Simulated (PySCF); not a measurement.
# C3H4F2: a tour of settings

Aim: see how C3H4F2 (`F/C=C\CF`) answers to the choice of functional, basis, grid and SCF options.

The runs use PySCF 2.14.0, with density-fitted response routines of our own; the level of theory stands in each step. All values are computed, except where a source is named. Atoms are numbered from 0 throughout.

## Step 1: The starting structure

9 atoms, charge 0, multiplicity 1; geometry from: GFN2-xTB.

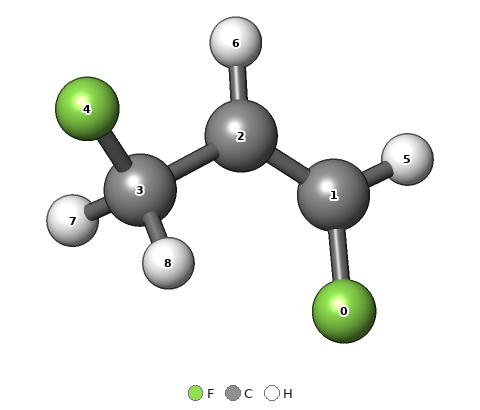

As it starts; fluorine green, carbon grey, hydrogen white, atoms numbered.

## Step 2: Spin-spin couplings: LC-wPBE/STO-3G in chloroform

What the job is given:

```
{"job": {"kind": "j", "xc": "LC-wPBE", "basis": "STO-3G", "solvent": "chloroform", "scf": {"aux": "def2-qzvpp-jkfit"}}, "charge": 0, "multiplicity": 1}
F      1.212955    -1.181310    -1.166294
C      1.346828    -0.140440    -0.327981
C      0.308699     0.408053     0.273489
C     -1.101621    -0.055497     0.093075
F     -1.846297     0.233611     1.208078
H      2.374957     0.172538    -0.232846
H      0.456537     1.242007     0.939756
H     -1.582586     0.464391    -0.746065
H     -1.155909    -1.137359    -0.066392
```

Level: LC-wPBE/STO-3G indirect spin-spin coupling, non-relativistic, IEF-PCM chloroform.

The run is started by

```sh
$ OMP_NUM_THREADS=1 python probes_run.py task.json out
```

The driver reads the jobs from task.json and runs them one after another.

Standard output:

```text
final grid: 78320 points
cycle   1  E = -311.7383862219  dE =  8.128e-01  |g| = 5.177e-01  |ddm| = 3.807e+00
cycle   2  E = -311.8215264336  dE = -8.314e-02  |g| = 2.946e-01  |ddm| = 1.131e+00
cycle   3  E = -311.8465069792  dE = -2.498e-02  |g| = 2.107e-02  |ddm| = 3.572e-01
cycle   4  E = -311.8467146927  dE = -2.077e-04  |g| = 8.537e-03  |ddm| = 4.735e-02
cycle   5  E = -311.8467368056  dE = -2.211e-05  |g| = 1.913e-03  |ddm| = 1.230e-02
cycle   6  E = -311.8467384514  dE = -1.646e-06  |g| = 6.599e-04  |ddm| = 3.795e-03
cycle   7  E = -311.8467386115  dE = -1.601e-07  |g| = 1.485e-04  |ddm| = 1.108e-03
cycle   8  E = -311.8467387235  dE = -1.120e-07  |g| = 3.795e-05  |ddm| = 4.092e-04
cycle   9  E = -311.8467387244  dE = -8.304e-10  |g| = 6.681e-06  |ddm| = 9.421e-05
converged SCF energy = -311.8467387244

Indirect spin-spin couplings (Hz)
  i      j    bonds     total        FC       PSO       DSO        SD
  0 F    1 C    1   -264.558  -226.362   -27.931     1.178   -11.443
  0 F    2 C    2     12.461    14.966   -19.637    -0.147    17.279
  0 F    3 C    3     -3.668    -2.800    -0.721     0.112    -0.259
  0 F    4 F    4     -2.731    -1.123     0.822    -0.785    -1.644
  0 F    5 H    2     23.477    23.887     2.539    -1.167    -1.781
  0 F    6 H    3    -13.049    -6.154    -3.560    -2.133    -1.202
  0 F    7 H    4      6.118     7.202    -0.099    -0.238    -0.747
  0 F    8 H    4      2.477     2.636    -1.067     1.014    -0.105
  1 C    2 C    1     65.401    67.020    -6.804     0.267     4.918
  1 C    3 C    2     -3.327    -3.172    -0.080     0.000    -0.075
  1 C    4 F    3     -2.216    -1.597     0.147    -0.266    -0.499
  1 C    5 H    1    143.466   142.238    -0.446     1.195     0.480
  1 C    6 H    2     -5.482    -3.479    -1.310    -0.326    -0.367
  1 C    7 H    3      6.998     7.469    -0.106    -0.194    -0.171
  1 C    8 H    3      3.680     4.006    -0.290     0.010    -0.048
  2 C    3 C    1     35.832    35.974    -1.005     0.273     0.591
  2 C    4 F    2     11.928    10.773     0.548     0.068     0.539
  2 C    5 H    2     -2.193    -0.092    -1.294    -0.470    -0.337
  2 C    6 H    1    134.123   132.927    -0.400     1.110     0.487
  2 C    7 H    2     -9.315    -9.523     0.075    -0.060     0.195
  2 C    8 H    2     -5.766    -5.653    -0.075    -0.070     0.032
  3 C    4 F    1   -209.398  -211.447    -6.035     1.121     6.963
  3 C    5 H    3      5.280     5.644     0.043    -0.455     0.049
  3 C    6 H    2     -3.697    -3.477    -0.073    -0.174     0.027
  3 C    7 H    1    113.034   111.811    -0.214     1.162     0.275
  3 C    8 H    1    112.321   111.072    -0.236     1.200     0.286
  4 F    5 H    4      0.375     0.585     1.087    -1.247    -0.049
  4 F    6 H    3     -1.689    -3.378     1.667     0.222    -0.200
  4 F    7 H    2     34.493    25.968    12.227    -0.652    -3.049
  4 F    8 H    2     32.811    23.947    12.364    -0.631    -2.868
  5 H    6 H    3      5.132     6.110    -0.242    -0.587    -0.149
  5 H    7 H    4     -4.969    -3.654     0.249    -1.648     0.084
  5 H    8 H    4     -3.516    -1.978     0.227    -1.816     0.052
  6 H    7 H    3      2.509     3.591     0.351    -1.419    -0.013
  6 H    8 H    3      6.481     8.679     0.517    -2.653    -0.062
  7 H    8 H    2    -12.919   -11.889     0.499    -1.853     0.323
```

It took 4.1 s on 1 thread of Arm Neoverse V1, shared host; peak memory 0.35 GiB.

This basis has no tight s functions, so the Fermi-contact terms are rough.

A choice of the couplings up to four bonds, sorted by the number of bonds, with means over like pairs; isotopes 13C, 19F, 1H:

```
 pair  bonds  J (Hz)  Fermi contact (Hz)  dihedral (°)
F0–C1      1  -264.6              -226.4             –
C3–F4      1  -209.4              -211.4             –
C1–H5      1   143.5               142.2             –
C2–H6      1   134.1               132.9             –
C3–H7      1   112.7               111.4             –
C1–C2      1    65.4                67.0             –
C2–C3      1    35.8                36.0             –
F4–H7      2    33.7                25.0             –
F0–H5      2    23.5                23.9             –
H7–H8      2   -12.9               -11.9             –
F0–C2      2    12.5                15.0             –
C2–F4      2    11.9                10.8             –
C2–H7      2    -7.5                -7.6             –
C1–H6      2    -5.5                -3.5             –
C3–H6      2    -3.7                -3.5             –
C1–C3      2    -3.3                -3.2             –
F0–H6      3   -13.0                -6.2           180
C1–H7      3     5.3                 5.7             –
C3–H5      3     5.3                 5.6           179
H5–H6      3     5.1                 6.1            -1
H6–H7      3     4.5                 6.1             –
F0–C3      3    -3.7                -2.8             0
C1–F4      3    -2.2                -1.6           153
F4–H6      3    -1.7                -3.4           -27
F0–H7      4     4.3                 4.9             –
H5–H7      4    -4.2                -2.8             –
F0–F4      4    -2.7                -1.1             –
```

## Step 3: Shielding tensors: LDA/pcSseg-0

The job, as its differences from that of step 2:

```diff
@@ -1,2 +1,2 @@
-{"job": {"kind": "j", "xc": "LC-wPBE", "basis": "STO-3G", "solvent": "chloroform", "scf": {"aux": "def2-qzvpp-jkfit"}}, "charge": 0, "multiplicity": 1}
+{"job": {"kind": "nmr", "xc": "LDA", "basis": "pcSseg-0", "pop": false, "scf": {"conv": 1e-07}}, "charge": 0, "multiplicity": 1}
 F      1.212955    -1.181310    -1.166294
```

Level: GIAO LDA/pcSseg-0 NMR shielding, non-relativistic, gas phase.

Standard output:

```text
final grid: 78320 points
cycle   1  E = -313.2681662472  dE =  4.642e-01  |g| = 5.220e-01  |ddm| = 3.006e+00
cycle   2  E = -313.1637201859  dE =  1.044e-01  |g| = 9.303e-01  |ddm| = 1.688e+00
cycle   3  E = -313.3159077795  dE = -1.522e-01  |g| = 1.183e-01  |ddm| = 1.027e+00
cycle   4  E = -313.3188526584  dE = -2.945e-03  |g| = 6.230e-02  |ddm| = 1.924e-01
cycle   5  E = -313.3197245518  dE = -8.719e-04  |g| = 2.300e-02  |ddm| = 8.335e-02
cycle   6  E = -313.3198482447  dE = -1.237e-04  |g| = 1.578e-03  |ddm| = 2.703e-02
cycle   7  E = -313.3198485287  dE = -2.840e-07  |g| = 1.260e-03  |ddm| = 2.438e-03
cycle   8  E = -313.3198488132  dE = -2.845e-07  |g| = 1.301e-04  |ddm| = 1.063e-03
cycle   9  E = -313.3198488162  dE = -3.017e-09  |g| = 4.134e-05  |ddm| = 1.748e-04
converged SCF energy = -313.3198488162

GIAO shielding tensors (ppm)
atom      isotropic    diamagn.    paramagn.     s11        s22        s33       span
  0 F      255.237     474.530    -219.293    133.871    175.357    456.484    322.613
  1 C       26.190     252.745    -226.555    -63.590     61.064     81.096    144.686
  2 C       66.937     261.952    -195.015    -35.968     94.894    141.883    177.851
  3 C      105.278     246.364    -141.086     68.897     80.932    166.004     97.108
  4 F      448.384     466.903     -18.518    380.764    452.385    512.003    131.239
  5 H       25.671      27.318      -1.648     23.272     26.508     27.232      3.960
  6 H       27.315      29.922      -2.607     26.210     27.074     28.661      2.452
  7 H       26.740      27.865      -1.125     22.081     27.772     30.367      8.286
  8 H       26.460      28.531      -2.071     21.762     26.981     30.637      8.875
```

It took 2.4 s on 1 thread of Arm Neoverse V1, shared host; peak memory 0.36 GiB.

The references, computed at this level on geometries of the same kind, shield at (ppm): ¹H TMS 32.71, ¹³C TMS 192.6, ¹⁹F CFCl3 132.3. Their shielding less the atom's gives the shift. The references are single molecules in the gas phase, so shifts against H2O, NH3, PH3, H3PO4 or CFCl3 are not on the usual liquid scales and can be off by tens of ppm. Atoms listed in one row are averaged.

```
 atoms                                 environment  σ (ppm)  δ (ppm)
    C1                                   alkene CH     26.2    166.4
    C2                                   alkene CH     66.9    125.7
    C3                 allylic sp3 CH2 bonded to F    105.3     87.4
    H5                    hydrogen on an alkene CH    25.67     7.04
H7, H8  hydrogen on an allylic sp3 CH2 bonded to F    26.60     6.11
    H6                    hydrogen on an alkene CH    27.32     5.39
    F0                            vinylic fluorine    255.2   -122.9
    F4                   fluorine on an sp3 carbon    448.4   -316.1
```

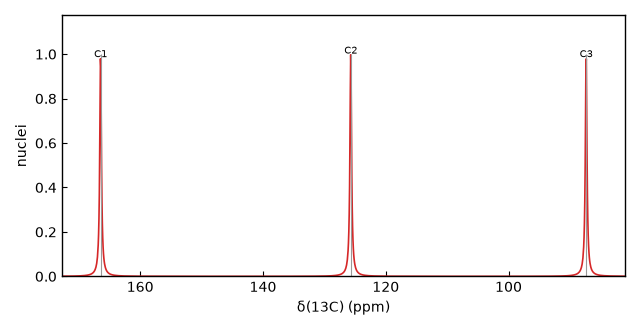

¹³C lines at the computed shifts, without couplings. Lines are broadened to a width of 0.32 ppm (Lorentzian).

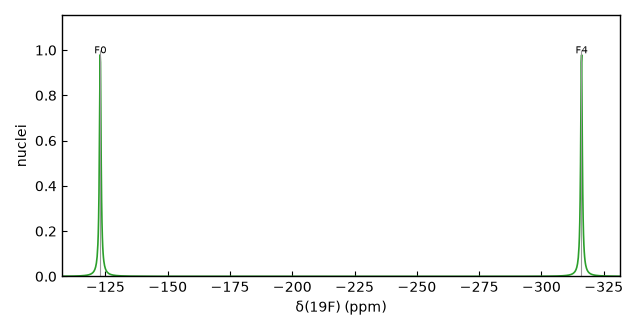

¹⁹F lines at the computed shifts, without couplings. Lines are broadened to a width of 0.77 ppm (Lorentzian).

## Step 4: Excited states and response: B97-D/MINI

The job, as its differences from that of step 3:

```diff
@@ -1,2 +1,2 @@
-{"job": {"kind": "nmr", "xc": "LDA", "basis": "pcSseg-0", "pop": false, "scf": {"conv": 1e-07}}, "charge": 0, "multiplicity": 1}
+{"job": {"kind": "uv", "xc": "B97-D", "basis": "MINI", "nstates": 1, "ntriplets": 0, "tda": false}, "charge": 0, "multiplicity": 1}
 F      1.212955    -1.181310    -1.166294
```

Level: TDDFT B97-D/MINI, vertical, gas phase, core orbitals frozen in the response.

Standard output:

```text
coarse grid: 7912 points
cycle   1  E = -313.7512859690  dE =  6.786e-01  |g| = 4.167e-01  |ddm| = 4.481e+00
cycle   2  E = -313.6711662416  dE =  8.012e-02  |g| = 6.682e-01  |ddm| = 1.807e+00
cycle   3  E = -313.8187152697  dE = -1.475e-01  |g| = 4.120e-02  |ddm| = 1.058e+00
cycle   4  E = -313.8189029835  dE = -1.877e-04  |g| = 3.274e-02  |ddm| = 1.213e-01
cycle   5  E = -313.8192642628  dE = -3.613e-04  |g| = 1.127e-02  |ddm| = 7.323e-02
cycle   6  E = -313.8193114395  dE = -4.718e-05  |g| = 1.842e-03  |ddm| = 2.050e-02
cycle   7  E = -313.8193126312  dE = -1.192e-06  |g| = 2.459e-04  |ddm| = 3.609e-03
final grid: 78320 points
cycle   8  E = -313.8705451495  dE = -4.161e-06  |g| = 3.581e-03  |ddm| = 1.288e-02
cycle   9  E = -313.8705417599  dE =  3.390e-06  |g| = 4.737e-03  |ddm| = 1.293e-02
cycle  10  E = -313.8705492554  dE = -7.496e-06  |g| = 5.955e-04  |ddm| = 7.920e-03
cycle  11  E = -313.8705493877  dE = -1.323e-07  |g| = 1.665e-04  |ddm| = 1.305e-03
cycle  12  E = -313.8705493975  dE = -9.822e-09  |g| = 4.218e-05  |ddm| = 3.344e-04
cycle  13  E = -313.8705493981  dE = -5.733e-10  |g| = 9.217e-06  |ddm| = 7.444e-05
converged SCF energy = -313.8705493981

Static polarisability (au): isotropic 23.341, principal 11.886 23.171 34.966

Singlet excitations
state   eV       nm        f      main configurations
  1   5.3176    233.2   0.01426   H->L 0.72, H-2->L 0.17, H-1->L 0.11
```

It took 2.1 s on 1 thread of Arm Neoverse V1, shared host; peak memory 0.36 GiB.

The orbitals next to the gap, with their largest atomic shares:

```
orbital     eV                      atoms
 HOMO−3  -9.59            F0 83 %, H5 6 %
 HOMO−2  -8.35  F4 35 %, C2 31 %, F0 21 %
 HOMO−1  -8.04            F4 81 %, C2 8 %
   HOMO  -7.68  F4 53 %, C2 12 %, F0 10 %
   LUMO  -2.62   C1 45 %, C2 40 %, F0 8 %
 LUMO+1   1.11  C1 35 %, F0 19 %, H6 15 %
 LUMO+2   1.99  C3 41 %, F4 19 %, C1 19 %
```

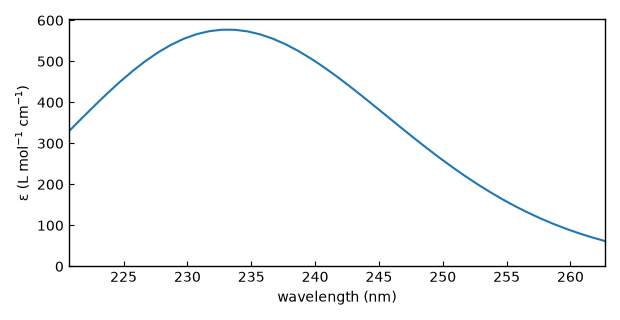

Absorption spectrum: each of the 1 states is a Gaussian band of 0.4 eV half-width at 1/e. Beyond the last state computed it falls off for lack of states.

Ground-state properties from the same run:

```
           property  computed
  dipole moment (D)      1.23
polarisability (Å³)      3.46
 HOMO–LUMO gap (eV)      5.06
      −ε(HOMO) (eV)      7.68
```

## Step 5: NMR shieldings: PBE0/pcSseg-1

The job, as its differences from that of step 4:

```diff
@@ -1,2 +1,2 @@
-{"job": {"kind": "uv", "xc": "B97-D", "basis": "MINI", "nstates": 1, "ntriplets": 0, "tda": false}, "charge": 0, "multiplicity": 1}
+{"job": {"kind": "nmr", "xc": "PBE0", "basis": "pcSseg-1", "pop": true}, "charge": 0, "multiplicity": 1}
 F      1.212955    -1.181310    -1.166294
```

Method: GIAO PBE0/pcSseg-1 NMR shielding, non-relativistic, gas phase.

Standard output:

```text
coarse grid: 7912 points
cycle   1  E = -315.9126581213  dE =  5.705e-01  |g| = 5.776e-01  |ddm| = 2.521e+00
cycle   2  E = -315.8737108465  dE =  3.895e-02  |g| = 7.855e-01  |ddm| = 9.150e-01
cycle   3  E = -315.9669469596  dE = -9.324e-02  |g| = 5.377e-02  |ddm| = 5.653e-01
cycle   4  E = -315.9674717366  dE = -5.248e-04  |g| = 1.942e-02  |ddm| = 5.088e-02
cycle   5  E = -315.9675596767  dE = -8.794e-05  |g| = 4.987e-03  |ddm| = 1.870e-02
cycle   6  E = -315.9675636716  dE = -3.995e-06  |g| = 2.436e-03  |ddm| = 4.260e-03
final grid: 78320 points
cycle   7  E = -316.0105985583  dE = -2.828e-05  |g| = 6.285e-03  |ddm| = 1.760e-02
cycle   8  E = -316.0105931614  dE =  5.397e-06  |g| = 8.549e-03  |ddm| = 9.192e-03
cycle   9  E = -316.0106068729  dE = -1.371e-05  |g| = 8.081e-04  |ddm| = 5.202e-03
cycle  10  E = -316.0106069978  dE = -1.249e-07  |g| = 1.679e-04  |ddm| = 7.144e-04
cycle  11  E = -316.0106070024  dE = -4.550e-09  |g| = 9.668e-05  |ddm| = 1.735e-04
cycle  12  E = -316.0106070044  dE = -1.976e-09  |g| = 1.408e-05  |ddm| = 7.728e-05
cycle  13  E = -316.0106070044  dE = -4.059e-11  |g| = 4.377e-06  |ddm| = 1.338e-05
converged SCF energy = -316.0106070044

GIAO shielding tensors (ppm)
atom      isotropic    diamagn.    paramagn.     s11        s22        s33       span
  0 F      291.506     473.832    -182.326    188.322    259.416    426.781    238.459
  1 C       29.873     247.420    -217.546    -61.242     68.788     82.074    143.316
  2 C       68.851     258.083    -189.232    -34.182    100.015    140.719    174.901
  3 C      106.341     241.243    -134.902     74.007     82.925    162.090     88.083
  4 F      428.446     470.532     -42.086    402.850    416.150    466.339     63.489
  5 H       25.002      28.701      -3.698     22.293     25.574     27.140      4.848
  6 H       26.250      30.997      -4.748     24.797     25.842     28.110      3.313
  7 H       26.228      27.899      -1.671     22.000     27.010     29.672      7.672
  8 H       25.914      28.462      -2.548     21.532     26.286     29.925      8.394
```

It took 5.5 s on 1 thread of Arm Neoverse V1, shared host; peak memory 0.5 GiB.

This run: δ C1 157.1, C2 118.1, C3 80.6, F0 -120.6, H5 6.71, H7 5.65 ppm (means over like atoms).

## Step 6: Nuclear shieldings: PBE0/ANO-RCC-VDZP

The job, as its differences from that of step 5:

```diff
@@ -1,2 +1,2 @@
-{"job": {"kind": "nmr", "xc": "PBE0", "basis": "pcSseg-1", "pop": true}, "charge": 0, "multiplicity": 1}
+{"job": {"kind": "nmr", "xc": "PBE0", "basis": "ANO-RCC-VDZP", "pop": true, "grid": 3}, "charge": 0, "multiplicity": 1}
 F      1.212955    -1.181310    -1.166294
```

With the program's defaults for keys left out, this is: GIAO PBE0/ANO-RCC-VDZP NMR shielding, non-relativistic, gas phase.

Standard output:

```text
coarse grid: 7912 points
cycle   1  E = -316.0808917363  dE =  5.921e-01  |g| = 5.573e-01  |ddm| = 4.024e+00
cycle   2  E = -316.0265793355  dE =  5.431e-02  |g| = 8.002e-01  |ddm| = 9.486e-01
cycle   3  E = -316.1382060765  dE = -1.116e-01  |g| = 5.931e-02  |ddm| = 5.666e-01
cycle   4  E = -316.1388780849  dE = -6.720e-04  |g| = 1.957e-02  |ddm| = 6.132e-02
cycle   5  E = -316.1389681343  dE = -9.005e-05  |g| = 5.077e-03  |ddm| = 2.030e-02
cycle   6  E = -316.1389723310  dE = -4.197e-06  |g| = 2.716e-03  |ddm| = 6.669e-03
final grid: 110112 points
cycle   7  E = -316.1420357076  dE = -2.047e-05  |g| = 8.050e-03  |ddm| = 2.572e-02
cycle   8  E = -316.1420128838  dE =  2.282e-05  |g| = 1.295e-02  |ddm| = 1.833e-02
cycle   9  E = -316.1420509420  dE = -3.806e-05  |g| = 1.142e-03  |ddm| = 1.191e-02
cycle  10  E = -316.1420512578  dE = -3.158e-07  |g| = 2.245e-04  |ddm| = 1.242e-03
cycle  11  E = -316.1420512668  dE = -9.015e-09  |g| = 1.064e-04  |ddm| = 2.586e-04
cycle  12  E = -316.1420512689  dE = -2.115e-09  |g| = 1.519e-05  |ddm| = 9.090e-05
cycle  13  E = -316.1420512690  dE = -4.621e-11  |g| = 3.149e-06  |ddm| = 1.448e-05
converged SCF energy = -316.1420512690

GIAO shielding tensors (ppm)
atom      isotropic    diamagn.    paramagn.     s11        s22        s33       span
  0 F      319.502     470.967    -151.466    228.986    279.997    449.523    220.536
  1 C       38.876     245.399    -206.524    -46.473     74.142     88.959    135.432
  2 C       76.598     249.984    -173.386    -23.522    105.031    148.284    171.806
  3 C      111.479     237.876    -126.398     77.816     86.834    169.785     91.969
  4 F      439.680     467.148     -27.469    413.146    420.923    484.970     71.824
  5 H       24.943      30.108      -5.164     22.498     25.110     27.222      4.724
  6 H       26.272      31.258      -4.986     24.633     26.008     28.174      3.541
  7 H       26.534      28.811      -2.278     22.467     27.509     29.625      7.158
  8 H       26.115      29.476      -3.361     21.927     26.607     29.810      7.883
```

Run time: 11 s. Hardware: 1 thread of Arm Neoverse V1, shared host; peak memory 0.54 GiB.

This run: δ C1 151.5, C2 113.8, C3 78.9, F0 -140.4, H5 6.82, H6 5.49 ppm.

## Step 7: Comparing the runs: NMR shifts

Shifts (ppm) of some atoms, chosen among heavy atoms and hydrogens apart, means over like atoms, with basis size and wall time:

```
              run     C1     C2    C3    H5    H7      F0      F4  functions   time
     LDA/pcSseg-0  166.4  125.7  87.4  7.04  6.11  -122.9  -316.1         53  2.4 s
    PBE0/pcSseg-1  157.1  118.1  80.6  6.71  5.65  -120.6  -257.5        105  5.5 s
PBE0/ANO-RCC-VDZP  151.5  113.8  78.9  6.82  5.44  -140.4  -260.6         90   11 s
```

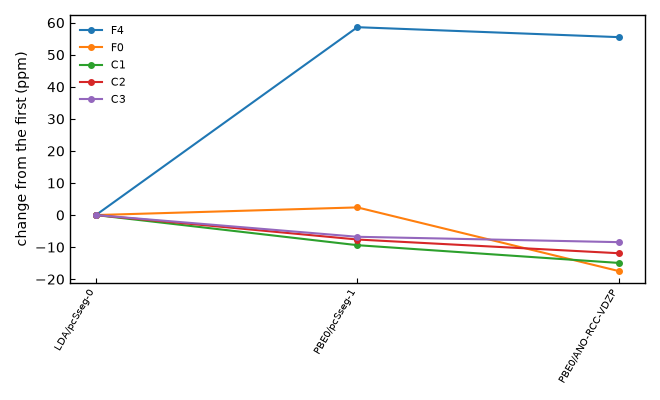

How five of the tabulated atoms move from run to run.

## Step 8: Outcome

```
                                                             quantity                                            value
                       largest coupling of the table (LC-wPBE/STO-3G)                         ¹J(F,C) F0–C1, -264.6 Hz
                                ¹³C shifts against TMS (LDA/pcSseg-0)                           166.4, 125.7, 87.4 ppm
¹H shifts against TMS (LDA/pcSseg-0, means over atoms taken as alike)                             7.04, 6.11, 5.39 ppm
                              ¹⁹F shifts against CFCl3 (LDA/pcSseg-0)                               -122.9, -316.1 ppm
                                          lowest singlet (B97-D/MINI)                      5.32 eV (233 nm), f = 0.014
                                             range of the shift of F4                             -316.1 to -257.5 ppm
                                        property runs in this session  5, of which 0 failed and 2 gave unsound results
```

What this shows: Single values in the summary come from the first run of each kind that ended normally (LC-wPBE/STO-3G; LDA/pcSseg-0; B97-D/MINI), which need not be the best level. A minimal basis gives no usable values, so read them as a test of settings alone. In the run at LC-wPBE/STO-3G, the largest coupling of the table is F0–C1, -264.6 Hz, of which the Fermi-contact term gives -226.4 Hz. Couplings across rotatable bonds belong to this one conformer; where others are populated, the observed values are averages. Density functionals describe couplings to fluorine poorly, F–F couplings above all, so those rows are rough. At LDA/pcSseg-0: Shielding is most anisotropic at F0 (span 323 ppm, paramagnetic term -219 ppm). The lowest singlet, at 5.32 eV, is HOMO→LUMO 0.72, HOMO−2→LUMO 0.17 and is weak. In ppm, F4 moves most: its shift spreads over 58.6 ppm, from -316.1 (LDA/pcSseg-0) to -257.5 (PBE0/pcSseg-1). Part of that comes from the computed reference. Couplings from bases without tight functions are rough.
